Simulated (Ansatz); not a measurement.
## Electronic structure of BH4N···HCl in real space

Input file:

```
crystal:
  periodic: [false, false, false]
  atoms:
    - { symbol: B, position_ang: [0.015417, -0.131278, 0.279412] }
    - { symbol: "N", position_ang: [0.043234, -0.347366, 1.733865] }
    - { symbol: H, position_ang: [-0.779778, -0.613386, 2.258378] }
    - { symbol: H, position_ang: [0.906124, -0.384055, 2.260358] }
    - { symbol: H, position_ang: [1.06034, 0.082219, -0.277758] }
    - { symbol: H, position_ang: [-1.047463, -0.206603, -0.280191] }
    - { symbol: Cl, position_ang: [-0.374182, 2.895354, 0.592022] }
    - { symbol: H, position_ang: [-0.244191, 1.867415, 1.430013] }
basis:
  gaussian: { orbitals: def2-SVP }
hamiltonian:
  xc: pbe0
  dispersion: d4
relax:
  f_tol: 0.03
  max_steps: 50
output:
  orbitals: {}
```

Launched as:

```sh
ansatz run input.yaml --threads 1 --pin off --max-ram 2048MiB --backend cpu --events-out ev --progress --plain --runs-dir out
```

The fields are those of the run's last geometry, not of the input's.

The calculation used Ansatz 0.2.0, RKS PBE0-D4/def2-SVP.

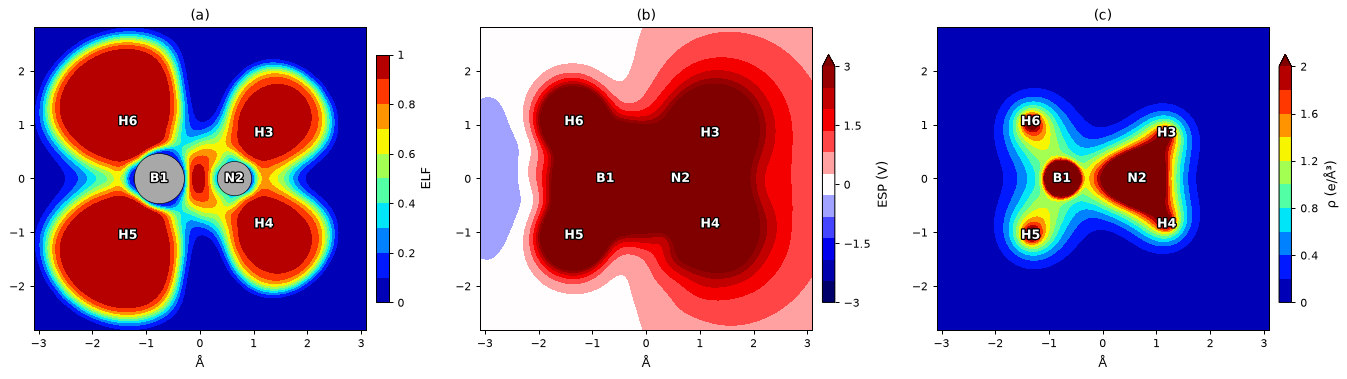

Figure 1. (a) ELF; (b) molecular electrostatic potential; (c) electron density on the plane of atoms N2, B1 and H6. Grey discs cover the atomic cores in the ELF map.

Q: Interpret the plot.

A:
- The plane passes through B, N and H nuclei.
- B–N (1.40 Å): the density is about 1.9 e/Å³ at the midpoint; the ELF peaks at about 0.95 between the atoms (a polar covalent bond).
- N–H (1.01 Å): the density is about 2.8 e/Å³ at the midpoint; the ELF climbs to about 1 towards the hydrogen, as it does in any bond to H; a covalent bond by its length.
- B–H (1.21 Å): ρ is about 1.2 e/Å³ halfway; the ELF climbs to about 1 towards the hydrogen: a covalent bond by its length.
- Outside the dense part of the complex the potential is most negative (−0.5 V) near H5 and H6.

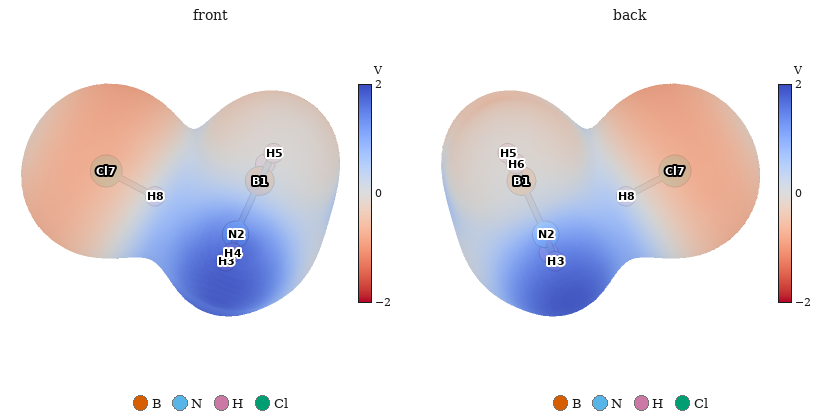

Figure 2. The electrostatic potential painted on the density surface at 0.001 e/bohr³, seen from the front and from behind; the colour scale runs from red (negative) to blue (positive).

Q: Describe the electrostatic potential map.

A: The most negative region (about −0.8 V) lies over Cl7, the most positive (about +1.9 V) over H3 and H4.

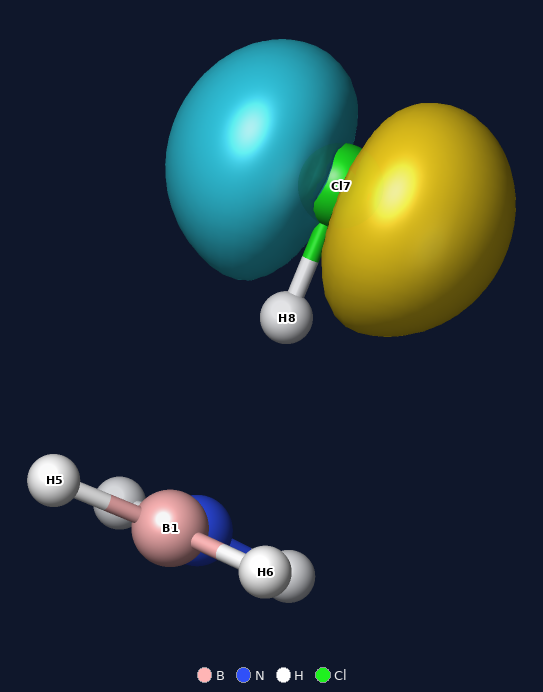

Figure 3. The HOMO at ±0.15 Å⁻³ᐟ² (yellow and cyan are the two phases), seen at an oblique angle.

Q: Describe this orbital and give its energy.

A: It lies mainly on Cl7 (about 95 %); largely a lone pair of Cl7. Its energy is −8.62 eV.
